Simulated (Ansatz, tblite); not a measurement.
# Cu(PH3)(OH) (CuH4OP): a ladder of methods and basis sets, part 2 of 2

Aim: run the singlet of Cu(PH3)(OH) (CuH4OP) at one geometry on many levels, and compare frontier levels, spin and run time.

Ansatz 0.2.0, Gaussian basis; as each input shows. Earlier steps stand in the parts before.

### 18 PBE0-D4/def2-SVP

Contents of in.yaml:

```yaml
crystal:
  periodic: [false, false, false]
  atoms:
    - {symbol: Cu, position_ang: [-0.030562, 0.052261, -0.950342]}
    - {symbol: P, position_ang: [-0.060547, 0.078288, 1.203233]}
    - {symbol: H, position_ang: [-0.770439, -0.914153, 1.908138]}
    - {symbol: H, position_ang: [-0.593772, 1.204891, 1.860317]}
    - {symbol: H, position_ang: [1.152493, -0.007994, 1.914608]}
    - {symbol: O, position_ang: [-0.078251, 0.150640, -2.742916]}
    - {symbol: H, position_ang: [0.381088, -0.563942, -3.193027]}
basis:
  gaussian: {orbitals: def2-SVP, initial_orbitals: start.molden}
hamiltonian: {xc: pbe0, dispersion: d4}
scf: {omitted_lower_state_checks: [starts]}
output: {orbitals: {seedname: orbitals}}
```

Started as:

```bash
$ ansatz run in.yaml --threads 4 --pin off --events-out ev --progress --plain --max-ram 3916MiB
```

The log of the run:

```text
Functional definition: PBE0
  name "PBE0"
  cite "Adamo & Barone, J. Chem. Phys. 110, 6158 (1999) doi:10.1063/1.478522"
  cite "Perdew, Burke & Ernzerhof, Phys. Rev. Lett. 77, 3865 (1996) doi:10.1103/PhysRevLett.77.3865"
  parent pbe
  parameter a = 0.25
  parameter kappa = 0.804
  parameter beta = 0.06672455060314922
  exchange = (1 - a)*pbe_x(kappa = kappa, mu = beta*pi^2/3) + a*exact_x
  correlation = pbe_c(beta = beta)
these checks for a lower state are left out or cut short: starts
844 factors; integrals over basis functions are off by at most 1.1e-3 eV
mean field evaluation 1: about -56018.1124 eV, gradient 1.3e1 eV
mean field evaluation 2: about -56018.4269 eV, gradient 4.4e-1 eV
mean field evaluation 4: about -56018.5895 eV, gradient 2.6e-3 eV
mean field -56018.58952618 eV, -2058.6451943232 hartree, gradient 2.8e-5 eV, S^2 0.000000; 0 other end points of the search recorded, 0 dependent functions left out
reference -56018.58956813 eV, -2058.6451958648 hartree; 28, 28 occupied and 55, 55 virtual orbitals, 844 factors
Total energy: -56018.68991545 eV, -2058.6488835610 hartree
Checks for a lower state left out: starts
```

Run time: 0.8 s. Hardware: 4 threads of Intel Xeon at 2.60GHz, shared host.

From the report: HOMO -5.54 eV, LUMO -0.07 eV.

### 19 HF/STO-3G

Changes to in.yaml since step 18:

```diff
@@ -11,4 +11,4 @@
 basis:
-  gaussian: {orbitals: def2-SVP, initial_orbitals: start.molden}
-hamiltonian: {xc: pbe0, dispersion: d4}
+  gaussian: {orbitals: STO-3G}
+hamiltonian: {xc: hf}
 scf: {omitted_lower_state_checks: [starts]}
```

Launched as before.

The log of the run (excerpt; [...] marks lines left out):

```text
Functional definition: HF
  name "HF"
  cite "Fock, Z. Phys. 61, 126 (1930) doi:10.1007/BF01340294"
  parent pbe
[...]
375 factors; integrals over basis functions are off by at most 9.9e-4 eV
[...]
a density is far from that of the atoms, so the factors are made again for it
392 factors; integrals over basis functions are off by at most 4.3e-5 eV
mean field -55326.32058713 eV, -2033.2047800502 hartree, gradient 7.0e-6 eV, S^2 0.000000; 0 other end points of the search recorded, 0 dependent functions left out
reference -55326.32058713 eV, -2033.2047800502 hartree; 28, 28 occupied and 8, 8 virtual orbitals, 392 factors
Total energy: -55326.32058713 eV, -2033.2047800502 hartree
Checks for a lower state left out: starts
```

It took 0.5 s on 4 threads of Intel Xeon at 2.60GHz, shared host.

From the report: HOMO -2.47 eV, LUMO 4.70 eV.

### 20 HF/6-31G

Changes to in.yaml since step 19:

```diff
@@ -11,3 +11,3 @@
 basis:
-  gaussian: {orbitals: STO-3G}
+  gaussian: {orbitals: 6-31G}
 hamiltonian: {xc: hf}
```

Same command.

The log of the run:

```text
Functional definition: HF
  name "HF"
  cite "Fock, Z. Phys. 61, 126 (1930) doi:10.1007/BF01340294"
  parent pbe
  exchange = exact_x
  correlation = 0
these checks for a lower state are left out or cut short: starts
629 factors; integrals over basis functions are off by at most 2.6e-4 eV
mean field evaluation 1: about -55950.5639 eV, gradient 6.7e1 eV
mean field evaluation 2: about -55950.5715 eV, gradient 6.7e1 eV
mean field evaluation 4: about -55958.3175 eV, gradient 1.3e1 eV
mean field evaluation 8: about -55958.6852 eV, gradient 3.3e-1 eV
mean field -55958.68722937 eV, -2056.4438255188 hartree, gradient 2.0e-5 eV, S^2 0.000000; 0 other end points of the search recorded, 0 dependent functions left out
reference -55958.68722937 eV, -2056.4438255188 hartree; 28, 28 occupied and 31, 31 virtual orbitals, 629 factors
Total energy: -55958.68722937 eV, -2056.4438255188 hartree
Checks for a lower state left out: starts
```

It took 0.3 s on 4 threads of Intel Xeon at 2.60GHz, shared host.

HOMO -8.87 eV, LUMO 2.34 eV.

### 21 B3LYP-D4/6-31G

Changes to in.yaml since step 20:

```diff
@@ -12,3 +12,3 @@
   gaussian: {orbitals: 6-31G}
-hamiltonian: {xc: hf}
+hamiltonian: {xc: {name: B3LYP}, dispersion: d4}
 scf: {omitted_lower_state_checks: [starts]}
```

The command is unchanged.

The log of the run (excerpt; [...] marks lines left out):

```text
Functional definition: B3LYP
  name "B3LYP"
  cite "Stephens, Devlin, Chabalowski & Frisch, J. Phys. Chem. 98, 11623 (1994) doi:10.1021/j100096a001"
  cite "Becke, Phys. Rev. A 38, 3098 (1988) doi:10.1103/PhysRevA.38.3098"
  cite "Lee, Yang & Parr, Phys. Rev. B 37, 785 (1988) doi:10.1103/PhysRevB.37.785"
  cite "Vosko, Wilk & Nusair, Can. J. Phys. 58, 1200 (1980) doi:10.1139/p80-159"
[...]
629 factors; integrals over basis functions are off by at most 2.6e-4 eV
[...]
mean field -56033.26609361 eV, -2059.1845482284 hartree, gradient 1.1e-5 eV, S^2 0.000000; 0 other end points of the search recorded, 0 dependent functions left out
reference -56033.26634679 eV, -2059.1845575324 hartree; 28, 28 occupied and 31, 31 virtual orbitals, 629 factors
Total energy: -56033.46030678 eV, -2059.1916854308 hartree
Checks for a lower state left out: starts
```

It took 0.75 s on 4 threads of Intel Xeon at 2.60GHz, shared host.

HOMO -5.31 eV, LUMO -0.48 eV.

### 22 PBE0-D4/def2-TZVPD

Changes to in.yaml since step 21:

```diff
@@ -11,4 +11,4 @@
 basis:
-  gaussian: {orbitals: 6-31G}
-hamiltonian: {xc: {name: B3LYP}, dispersion: d4}
+  gaussian: {orbitals: def2-TZVPD, initial_orbitals: start.molden}
+hamiltonian: {xc: pbe0, dispersion: d4}
 scf: {omitted_lower_state_checks: [starts]}
```

The command is unchanged.

The log of the run:

```text
Functional definition: PBE0
  name "PBE0"
  cite "Adamo & Barone, J. Chem. Phys. 110, 6158 (1999) doi:10.1063/1.478522"
  cite "Perdew, Burke & Ernzerhof, Phys. Rev. Lett. 77, 3865 (1996) doi:10.1103/PhysRevLett.77.3865"
  parent pbe
  parameter a = 0.25
  parameter kappa = 0.804
  parameter beta = 0.06672455060314922
  exchange = (1 - a)*pbe_x(kappa = kappa, mu = beta*pi^2/3) + a*exact_x
  correlation = pbe_c(beta = beta)
these checks for a lower state are left out or cut short: starts
1228 factors; their error is unknown
mean field evaluation 1: about -56031.1830 eV, gradient 8.5e0 eV
mean field evaluation 2: about -56031.3103 eV, gradient 3.3e-1 eV
mean field evaluation 4: about -56031.4546 eV, gradient 2.2e-1 eV
mean field -56031.45461467 eV, -2059.1179776050 hartree, gradient 6.3e-5 eV, S^2 0.000000; 0 other end points of the search recorded, 0 dependent functions left out
reference -56031.45465463 eV, -2059.1179790737 hartree; 28, 28 occupied and 139, 139 virtual orbitals, 1228 factors
Total energy: -56031.55500196 eV, -2059.1216667698 hartree
Checks for a lower state left out: starts
```

It took 1.6 s on 4 threads of Intel Xeon at 2.60GHz, shared host.

From the report: HOMO -6.36 eV, LUMO -0.82 eV.

### 23 PBE-D4/def2-TZVPD

Changes to in.yaml since step 22:

```diff
@@ -12,3 +12,3 @@
   gaussian: {orbitals: def2-TZVPD, initial_orbitals: start.molden}
-hamiltonian: {xc: pbe0, dispersion: d4}
+hamiltonian: {xc: pbe, dispersion: d4}
 scf: {omitted_lower_state_checks: [starts]}
```

The command is unchanged.

The log of the run:

```text
Functional definition: PBE
  name "PBE"
  cite "Perdew, Burke & Ernzerhof, Phys. Rev. Lett. 77, 3865 (1996) doi:10.1103/PhysRevLett.77.3865"
  parent pbe
  parameter kappa = 0.804
  parameter beta = 0.06672455060314922
  exchange = pbe_x(kappa = kappa, mu = beta*pi^2/3)
  correlation = pbe_c(beta = beta)
these checks for a lower state are left out or cut short: starts
1132 factors; their error is unknown
mean field evaluation 1: about -56030.7167 eV, gradient 1.5e1 eV
mean field evaluation 2: about -56031.0363 eV, gradient 7.2e-1 eV
mean field evaluation 4: about -56031.0075 eV, gradient 2.0e-1 eV
mean field -56031.00758896 eV, -2059.1015497133 hartree, gradient 6.0e-5 eV, S^2 0.000000; 0 other end points of the search recorded, 0 dependent functions left out
reference -56031.00764212 eV, -2059.1015516670 hartree; 28, 28 occupied and 139, 139 virtual orbitals, 1132 factors
Total energy: -56031.12650689 eV, -2059.1059198665 hartree
Checks for a lower state left out: starts
```

Wall time 1.1 s (4 threads of Intel Xeon at 2.60GHz, shared host).

Report: HOMO -5.03 eV, LUMO -1.63 eV.

### 24 r2SCAN-D4/def2-TZVPD

Changes to in.yaml since step 23:

```diff
@@ -12,3 +12,3 @@
   gaussian: {orbitals: def2-TZVPD, initial_orbitals: start.molden}
-hamiltonian: {xc: pbe, dispersion: d4}
+hamiltonian: {xc: r2scan, dispersion: d4}
 scf: {omitted_lower_state_checks: [starts]}
```

The command is unchanged.

The log of the run:

```text
Functional definition: r2SCAN
  name "r2SCAN"
  cite "Furness, Kaplan, Ning, Perdew & Sun, J. Phys. Chem. Lett. 11, 8208 (2020) doi:10.1021/acs.jpclett.0c02405"
  cite "Furness, Kaplan, Ning, Perdew & Sun, J. Phys. Chem. Lett. 11, 9248 (2020) doi:10.1021/acs.jpclett.0c03077"
  parent r2scan
  parameter k0 = 0.174
  parameter k1 = 0.065
  parameter a1 = 4.9479
  exchange = r2scan_x(k0 = k0, k1 = k1, a1 = a1)
  correlation = r2scan_c
these checks for a lower state are left out or cut short: starts
1132 factors; their error is unknown
mean field evaluation 1: about -56041.8828 eV, gradient 1.1e1 eV
mean field evaluation 2: about -56042.0787 eV, gradient 5.0e-1 eV
mean field evaluation 4: about -56042.0503 eV, gradient 2.1e-1 eV
mean field evaluation 8: about -56042.0503 eV, gradient 2.3e-5 eV
mean field -56042.05034659 eV, -2059.5073635712 hartree, gradient 2.3e-5 eV, S^2 0.000000; 0 other end points of the search recorded, 0 dependent functions left out
reference -56042.05036406 eV, -2059.5073642132 hartree; 28, 28 occupied and 139, 139 virtual orbitals, 1132 factors
Total energy: -56042.07792726 eV, -2059.5083771421 hartree
Checks for a lower state left out: starts
```

It took 2.1 s on 4 threads of Intel Xeon at 2.60GHz, shared host.

HOMO -5.18 eV, LUMO -1.39 eV.

### 25 CCSD(T)/def2-TZVPP

Changes to in.yaml since step 24:

```diff
@@ -11,4 +11,4 @@
 basis:
-  gaussian: {orbitals: def2-TZVPD, initial_orbitals: start.molden}
-hamiltonian: {xc: r2scan, dispersion: d4}
+  gaussian: {orbitals: def2-TZVPP, initial_orbitals: start.molden}
+correlation: {method: ccsd_t, frozen_orbitals: {Cu: 9, H: 0, O: 1, P: 5}}
 scf: {omitted_lower_state_checks: [starts]}
```

Launched as before.

The log of the run (excerpt; [...] marks lines left out):

```text
Functional definition: HF
  name "HF"
  cite "Fock, Z. Phys. 61, 126 (1930) doi:10.1007/BF01340294"
  parent pbe
[...]
1200 factors; integrals over basis functions are off by at most 1.5e-3 eV
[...]
mean field -55971.22531931 eV, -2056.9045918254 hartree, gradient 4.3e-6 eV, S^2 0.000000; 0 other end points of the search recorded, 0 dependent functions left out
15 core orbitals not correlated: weight in the atoms' cores, before any rotation towards them, 1.000 or more for the frozen orbitals, at most 0.000 for the correlated occupied ones
reference -55971.22531931 eV, -2056.9045918254 hartree; 13, 13 occupied and 165, 165 virtual orbitals, 1200 factors
second order -26.52034595 eV of doubles, -0.00000000 eV of singles
cycle   1  -23.20877736 eV  change     3.3e0 eV  update   2.6e-1
[...]
cycle  14  -24.90793208 eV  change   -3.2e-5 eV  update   1.2e-5
perturbative correction -1.13942931 eV, -0.0418732549 hartree
Total energy: -55997.27268070 eV, -2057.8618147010 hartree
Checks for a lower state left out: starts
```

Wall time 25 s (4 threads of Intel Xeon at 2.60GHz, shared host); peak memory 2.1 GiB.

Report: Hartree-Fock HOMO -9.96 eV, LUMO 1.96 eV; T1 0.028.

### 26 MP2/def2-TZVP

Changes to in.yaml since step 25:

```diff
@@ -11,4 +11,4 @@
 basis:
-  gaussian: {orbitals: def2-TZVPP, initial_orbitals: start.molden}
-correlation: {method: ccsd_t, frozen_orbitals: {Cu: 9, H: 0, O: 1, P: 5}}
+  gaussian: {orbitals: def2-TZVP, initial_orbitals: start.molden}
+correlation: {method: mp2, frozen_orbitals: {Cu: 9, H: 0, O: 1, P: 5}}
 scf: {omitted_lower_state_checks: [starts]}
```

Same command.

The log of the run:

```text
Functional definition: HF
  name "HF"
  cite "Fock, Z. Phys. 61, 126 (1930) doi:10.1007/BF01340294"
  parent pbe
  exchange = exact_x
  correlation = 0
these checks for a lower state are left out or cut short: starts
1091 factors; integrals over basis functions are off by at most 1.0e-3 eV
mean field evaluation 1: about -55969.5677 eV, gradient 3.2e1 eV
mean field evaluation 2: about -55970.6852 eV, gradient 2.0e0 eV
mean field evaluation 4: about -55971.0868 eV, gradient 1.8e0 eV
mean field evaluation 8: about -55971.0950 eV, gradient 3.8e-4 eV
mean field -55971.09499269 eV, -2056.8998024107 hartree, gradient 6.2e-6 eV, S^2 0.000000; 0 other end points of the search recorded, 0 dependent functions left out
15 core orbitals not correlated: weight in the atoms' cores, before any rotation towards them, 1.000 or more for the frozen orbitals, at most 0.000 for the correlated occupied ones
reference -55971.09499269 eV, -2056.8998024107 hartree; 13, 13 occupied and 109, 109 virtual orbitals, 1091 factors
second order -23.93122644 eV of doubles, -0.00000000 eV of singles
Total energy: -55995.02621913 eV, -2057.7792587610 hartree
Checks for a lower state left out: starts
```

It took 1.2 s on 4 threads of Intel Xeon at 2.60GHz, shared host.

From the report: Hartree-Fock HOMO -9.92 eV, LUMO 2.11 eV.

### 27 RPA/def2-TZVP

Changes to in.yaml since step 26:

```diff
@@ -12,4 +12,4 @@
   gaussian: {orbitals: def2-TZVP, initial_orbitals: start.molden}
-correlation: {method: mp2, frozen_orbitals: {Cu: 9, H: 0, O: 1, P: 5}}
+hamiltonian: {xc: pbe}
+correlation: {method: rpa, frozen_orbitals: {Cu: 9, H: 0, O: 1, P: 5}}
 scf: {omitted_lower_state_checks: [starts]}
-output: {orbitals: {seedname: orbitals}}
```

Launched as before.

The log of the run (excerpt; [...] marks lines left out):

```text
Functional definition: PBE
  name "PBE"
  cite "Perdew, Burke & Ernzerhof, Phys. Rev. Lett. 77, 3865 (1996) doi:10.1103/PhysRevLett.77.3865"
  parent pbe
[...]
1091 factors; integrals over basis functions are off by at most 1.0e-3 eV
[...]
mean field -56030.85563006 eV, -2059.0959653266 hartree, gradient 7.5e-6 eV, S^2 0.000000; 0 other end points of the search recorded, 0 dependent functions left out
15 core orbitals not correlated: weight in the atoms' cores, before any rotation towards them, 1.000 or more for the frozen orbitals, at most 0.000 for the correlated occupied ones
reference -55968.88843683 eV, -2056.8187129784 hartree; 13, 13 occupied and 109, 109 virtual orbitals, 1091 factors
Total energy: -56002.74294140 eV, -2058.0628430738 hartree
Checks for a lower state left out: starts
```

It took 1.7 s on 4 threads of Intel Xeon at 2.60GHz, shared host.

### 28 Comparison

| level | functions | HOMO (eV) | LUMO (eV) | gap (eV) | time |
| --- | --- | --- | --- | --- | --- |
| HF/STO-3G | 36 | -2.47 | 4.70 | 7.17 | 0.5 s |
| HF/6-31G | 59 | -8.87 | 2.34 | 11.21 | 0.3 s |
| PBE-D4/def2-SVP | 83 | -4.14 | -0.89 | 3.25 | 0.6 s |
| PBE-D4/def2-TZVP | 137 | -4.84 | -1.45 | 3.39 | 0.85 s |
| PBE-D4/def2-TZVPD | 167 | -5.03 | -1.63 | 3.41 | 1.1 s |
| revPBE-D4/def2-TZVP | 137 | -4.76 | -1.38 | 3.38 | 0.9 s |
| r2SCAN-D4/def2-TZVP | 137 | -5.03 | -1.23 | 3.80 | 1.6 s |
| r2SCAN-D4/def2-TZVPD | 167 | -5.18 | -1.39 | 3.80 | 2.1 s |
| r2SCANh-D4/def2-TZVP | 137 | -5.56 | -0.93 | 4.63 | 1.8 s |
| B3LYP-D4/6-31G | 59 | -5.31 | -0.48 | 4.83 | 0.75 s |
| PBE0-D4/def2-SVP | 83 | -5.54 | -0.07 | 5.48 | 0.8 s |
| PBE0-D4/def2-TZVP | 137 | -6.20 | -0.61 | 5.59 | 2 s |
| PBE0-D4/def2-TZVPD | 167 | -6.36 | -0.82 | 5.53 | 1.6 s |
| r2SCAN0-D4/def2-TZVP | 137 | -6.38 | -0.48 | 5.90 | 2.1 s |
| HSE06-D4/def2-TZVP | 137 | -5.79 | -0.99 | 4.80 | 1.4 s |
| LC-ωPBE/def2-TZVP | 137 | -8.99 | 1.61 | 10.60 | 1.1 s |
| LC-ωPBE(0.10)/def2-TZVP | 137 | -6.33 | -0.07 | 6.26 | 1.3 s |
| LC-ωPBE(0.15)/def2-TZVP | 137 | -6.94 | 0.45 | 7.40 | 1.2 s |
| LC-ωPBE(0.20)/def2-TZVP | 137 | -7.48 | 0.85 | 8.33 | 1.2 s |
| LC-ωPBE(0.30)/def2-TZVP | 137 | -8.34 | 1.36 | 9.70 | 1.1 s |

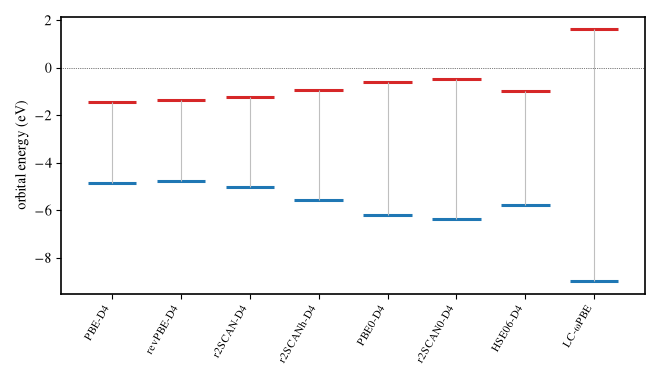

Highest filled (blue) and lowest empty (red) level in def2-TZVP.

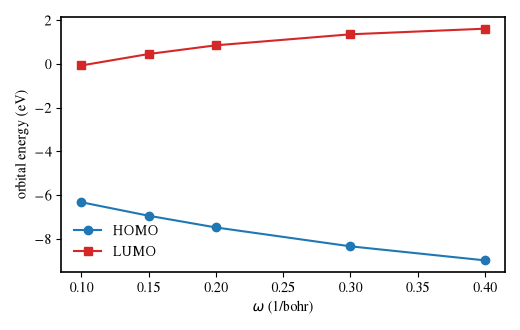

Frontier levels against the ω (1/bohr), in def2-TZVP.

The pieces so far (eV):

| basis | HF | MP2 correlation | CCSD correlation | (T) | total |
| --- | --- | --- | --- | --- | --- |
| def2-TZVPP | -55971.2253 | -26.5203 | -24.9079 | -1.1394 | -55997.2727 |
| def2-TZVP | -55971.0950 | -23.9312 |  |  | -55995.0262 (MP2) |

### 29 Binding energy

Free atoms were run apart at each level; binding is atoms less cluster, divided by the number of atoms, without zero-point or spin-orbit terms.

Differences are taken before rounding.

| method | binding an atom (eV) | from CCSD(T)/def2-TZVPP (eV) | time |
| --- | --- | --- | --- |
| HF/6-31G | 1.612 | -1.155 | 0.3 s |
| HF/def2-TZVP | 1.757 | -1.010 |  |
| HF/def2-TZVPP | 1.775 | -0.992 |  |
| PBE-D4/def2-SVP | 2.904 | +0.137 | 0.6 s |
| PBE-D4/def2-TZVP | 2.895 | +0.128 | 0.85 s |
| PBE-D4/def2-TZVPD | 2.912 | +0.145 | 1.1 s |
| revPBE-D4/def2-TZVP | 2.814 | +0.047 | 0.9 s |
| r2SCAN-D4/def2-TZVP | 2.875 | +0.108 | 1.6 s |
| r2SCAN-D4/def2-TZVPD | 2.889 | +0.122 | 2.1 s |
| r2SCANh-D4/def2-TZVP | 2.829 | +0.061 | 1.8 s |
| B3LYP-D4/6-31G | 2.736 | -0.031 | 0.75 s |
| PBE0-D4/def2-SVP | 2.769 | +0.002 | 0.8 s |
| PBE0-D4/def2-TZVP | 2.779 | +0.012 | 2 s |
| PBE0-D4/def2-TZVPD | 2.794 | +0.027 | 1.6 s |
| r2SCAN0-D4/def2-TZVP | 2.764 | -0.003 | 2.1 s |
| HSE06-D4/def2-TZVP | 2.780 | +0.013 | 1.4 s |
| LC-ωPBE/def2-TZVP | 2.811 | +0.044 | 1.1 s |
| MP2/def2-TZVP | 2.747 | -0.021 | 1.2 s |
| CCSD/def2-TZVPP | 2.697 | -0.071 |  |
| CCSD(T)/def2-TZVPP | 2.767 | 0 | 25 s |

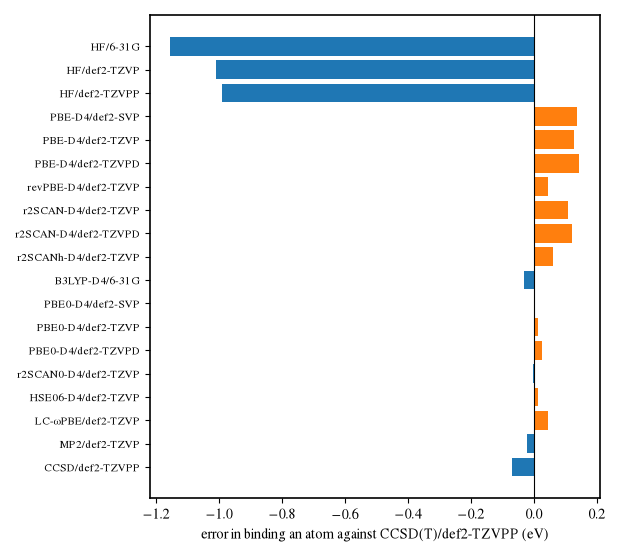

Deviations from CCSD(T)/def2-TZVPP, method by method.

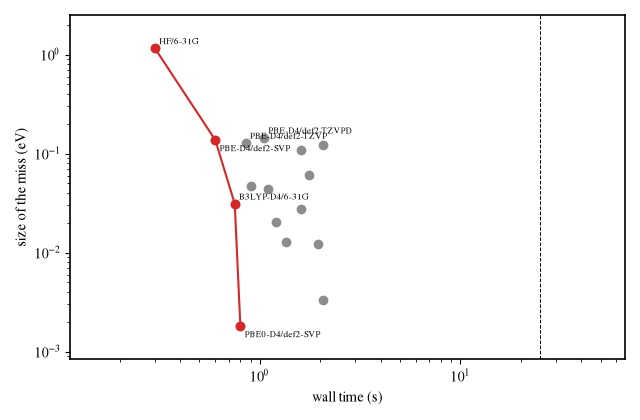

Miss against cost. Red marks the levels that no quicker level drawn beats (of those quicker than the yardstick), and the dashed line is the time of CCSD(T)/def2-TZVPP. Only those levels and the largest misses are named. Times are from a shared host.

### 30 Summary of results

This closing draws on all 2 parts.

| quantity | value |
| --- | --- |
| gap in def2-TZVP, named functionals, smallest and largest | 3.38 eV (revPBE-D4), 10.60 eV (LC-ωPBE) |
| gap over the ω (1/bohr) | 6.26 eV at 0.1, 10.60 eV at 0.4 |
| correlation energy, CCSD(T)/def2-TZVPP | -26.05 eV |
| correlation energy, MP2/def2-TZVP | -23.93 eV |
| binding an atom, CCSD(T)/def2-TZVPP | 2.767 eV |
| PBE0 total energy, smallest basis above largest | 12.87 eV (def2-SVP, def2-TZVPD) |

**Reading.** Orbital gaps of the named functionals in def2-TZVP span 3.38 eV (revPBE-D4) to 10.60 eV (LC-ωPBE); exact exchange widens it. Raising the ω (1/bohr) from 0.1 to 0.4 moves the HOMO by -2.66 eV and the LUMO by +1.68 eV. A small miss in a minimal or small basis is a cancelling of errors, not accuracy. The functionals in def2-TZVP miss CCSD(T)/def2-TZVPP by -0.003 (r2SCAN0-D4) to +0.128 eV (PBE-D4) an atom. CCSD(T)/def2-TZVPP isn't at the basis-set limit; small misses against it rank nothing.

PBE0-D4/def2-SVP reaches 0.002 eV from the reference in 0.8 s, where CCSD(T)/def2-TZVPP took 25 s; the quickest level in the cost chart, HF/6-31G, takes 0.3 s and misses by 1.155 eV. The slowest run with a step of its own, CCSD(T)/def2-TZVPP, took 25 s; the quickest functional in def2-TZVP took 0.85 s (shared host).
